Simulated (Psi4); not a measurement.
# [SiPH6]+ (SMILES [SiH3][PH3+]): CEPA(0)/cc-pwCVDZ

What is the energy change on altering one bond length of [SiPH6]+ at CEPA(0)/cc-pwCVDZ? 

The results are computed with Psi4 1.11.

3 further runs of the same task are left out: 3 set aside as unsound or not needed.

## Step 1: The structure to begin with

[SiPH6]+: 8 atoms, total charge +1, spin state singlet. As SMILES, `[SiH3][PH3+]`. Geometry: relaxed at GFN2-xTB.

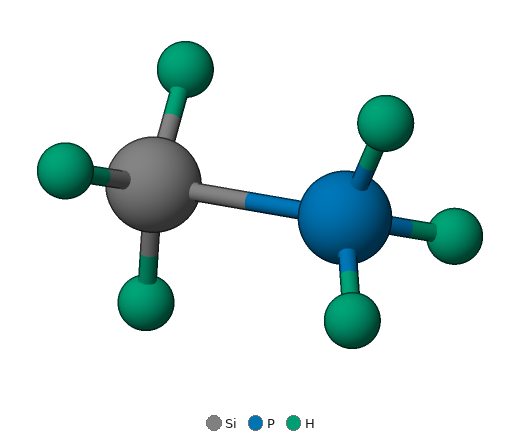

Viewed from a chosen angle; silicon grey, phosphorus blue, hydrogen teal.

## Step 2: The energy at CEPA(0)/cc-pwCVDZ

The input, h6psi.in:

```
memory 1.6 GB

molecule system {
  1 1
  Si    -0.470960     0.566370    -1.099950
  P      0.365010    -0.443380     0.859200
  H     -0.094330    -0.437370    -2.091670
  H     -1.888550     0.663780    -0.763060
  H      0.295360     1.809660    -1.096990
  H      0.210770     0.229090     2.051630
  H      1.715080    -0.712290     0.918170
  H     -0.132380    -1.675860     1.222670
  units angstrom
  symmetry c1
}

set {
  scf_type    pk
  freeze_core true
}

e, wfn = energy("cepa(0)/cc-pwCVDZ", return_wfn=True)
```

Started as:

```
$ psi4 -i h6psi.in -o h6psi.out -n 1
```

h6psi.out:

```text
[...]
  Running in c1 symmetry.
[...]
  Nuclear repulsion =   97.140784448288514
[...]
  Multiplicity = 1
[...]
  Nalpha       = 17
  Nbeta        = 17
[...]
    Number of basis functions: 84
[...]
   @RHF iter   1:  -632.85031162174937   -1.34666e-01   3.27163e-03 DIIS/ADIIS
[...]
   @RHF iter  10:  -632.91317825455542   -7.95808e-13   2.56675e-09 DIIS
[...]
    Orbital Energies [Eh]
    ---------------------
    Doubly Occupied:
       1A    -80.208379     2A    -69.011042     3A     -7.753236
       4A     -6.358615     5A     -5.648456     6A     -5.648454
       7A     -5.647633     8A     -4.465291     9A     -4.463823
      10A     -4.463821    11A     -1.126670    12A     -0.933179
      13A     -0.782486    14A     -0.782441    15A     -0.700400
      16A     -0.700294    17A     -0.684327
[...]
  @RHF Final Energy:  -632.91317825455542
   => Energetics <=
    Nuclear Repulsion Energy =             97.1407844482885139
    One-Electron Energy =               -1061.3508319589650455
    Two-Electron Energy =                 331.2968692561211128
    Total Energy =                       -632.9131782545554188
[...]
 Multipole Moments:
 ------------------------------------------------------------------------------------
     Multipole            Electronic (a.u.)      Nuclear  (a.u.)        Total (a.u.)
 ------------------------------------------------------------------------------------
 L = 1.  Multiply by 2.5417464519 to convert [e a0] to [Debye]
 Dipole X            :          0.2791578           -0.1185384            0.1606194
 Dipole Y            :         -0.3562614            0.1604107           -0.1958507
 Dipole Z            :          0.6832109           -0.3039032            0.3793077
 Magnitude           :                                                    0.4561035
[...]
      * SCS-MP2 total energy:                 -633.157325301843
[...]
      * MP2 total energy:                     -633.141386114954
[...]
```

Run time: 17 s. Hardware: 1 thread of Intel Xeon Platinum 8259CL at 2.50GHz (Skylake/Cascade Lake), shared host; peak memory 0.52 GiB.

## Step 3: The distorted shape at the same level

The input, h6psi.dat:

```
memory 1.6 GB

molecule molecule1 {
  1 1
  Si    -0.486381     0.633606    -0.980727
  P      0.349589    -0.376144     0.978423
  H     -0.109751    -0.370134    -1.972447
  H     -1.903971     0.731016    -0.643837
  H      0.279939     1.876896    -0.977767
  H      0.210770     0.229090     2.051630
  H      1.699659    -0.645054     1.037393
  H     -0.147801    -1.608624     1.341893
  symmetry c1
}

set {
  scf_type    pk
  freeze_core true
}

energy('cepa(0)/cc-pwCVDZ')
```

Started as:

```
$ psi4 -n 1 h6psi.dat h6psi.out
```

h6psi.out:

```text
[...]
  Running in c1 symmetry.
[...]
  Nuclear repulsion =   97.893252863426412
[...]
  Multiplicity = 1
[...]
  Nalpha       = 17
  Nbeta        = 17
[...]
    Number of basis functions: 84
[...]
   @RHF iter   1:  -632.83473847517405   -4.42217e-02   3.31799e-03 DIIS/ADIIS
[...]
   @RHF iter  10:  -632.89838233691012   -2.38742e-12   2.81639e-09 DIIS
[...]
    Orbital Energies [Eh]
    ---------------------
    Doubly Occupied:
       1A    -80.200236     2A    -69.010993     3A     -7.749192
       4A     -6.358589     5A     -5.645109     6A     -5.643777
       7A     -5.643078     8A     -4.465265     9A     -4.463806
      10A     -4.463803    11A     -1.142797    12A     -0.935601
      13A     -0.806630    14A     -0.782898    15A     -0.701419
      16A     -0.700574    17A     -0.685772
[...]
  @RHF Final Energy:  -632.89838233691012
   => Energetics <=
    Nuclear Repulsion Energy =             97.8932528634264116
    One-Electron Energy =               -1062.7841955458211487
    Two-Electron Energy =                 331.9925603454846055
    Total Energy =                       -632.8983823369101174
[...]
 Multipole Moments:
 ------------------------------------------------------------------------------------
     Multipole            Electronic (a.u.)      Nuclear  (a.u.)        Total (a.u.)
 ------------------------------------------------------------------------------------
 L = 1.  Multiply by 2.5417464519 to convert [e a0] to [Debye]
 Dipole X            :          0.2654432           -0.1052119            0.1602314
 Dipole Y            :         -0.3011655            0.1023066           -0.1988589
 Dipole Z            :          0.7745146           -0.4069336            0.3675810
 Magnitude           :                                                    0.4475877
[...]
      * SCS-MP2 total energy:                 -633.141864996161
[...]
      * MP2 total energy:                     -633.126003787680
[...]
```

It took 17 s on 1 thread of Intel Xeon Platinum 8259CL at 2.50GHz (Skylake/Cascade Lake), shared host; peak memory 0.52 GiB.

## Step 4: Outcome

At CEPA(0)/cc-pwCVDZ, 10 core orbitals frozen:

```
                                                         quantity          value
                                        first shape: total energy  -633.20168 Eh
                 first shape: HOMO energy (Hartree–Fock orbitals)      -18.62 eV
                 first shape: LUMO energy (Hartree–Fock orbitals)       -2.26 eV
               first shape: HOMO–LUMO gap (Hartree–Fock orbitals)       16.36 eV
        first shape: correlation energy (10 core orbitals frozen)     -288.5 mEh
                                    distorted shape: total energy  -633.18591 Eh
             distorted shape: HOMO energy (Hartree–Fock orbitals)      -18.66 eV
             distorted shape: LUMO energy (Hartree–Fock orbitals)       -2.24 eV
           distorted shape: HOMO–LUMO gap (Hartree–Fock orbitals)       16.42 eV
    distorted shape: correlation energy (10 core orbitals frozen)     -287.5 mEh
energy change with the P2–H6 bond shortened from 1.378 to 1.240 Å       0.429 eV
```

**Reading.** With the P2–H6 bond shortened from 1.378 to 1.240 Å the energy rises by 0.43 eV (9.9 kcal/mol). The first shape isn't relaxed at this level, so the change isn't measured from a minimum.
